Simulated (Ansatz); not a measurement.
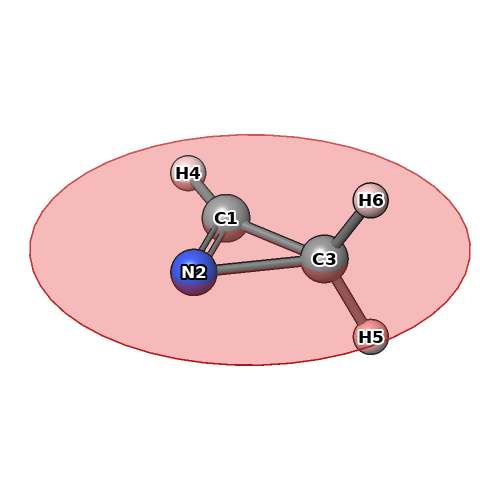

A disc through the centre of mass is drawn in. Depth is shown by fading: the farther an atom, the more it takes the colour of the background. The geometry was computed by an optimisation with PBE0-D4/def2-TZVP.

> Is the plane of the disc a mirror plane of the structure?

Yes. The reflection leaves C1, N2, C3, H4 in place and moves H5 ↔ H6. The point group is Cs.
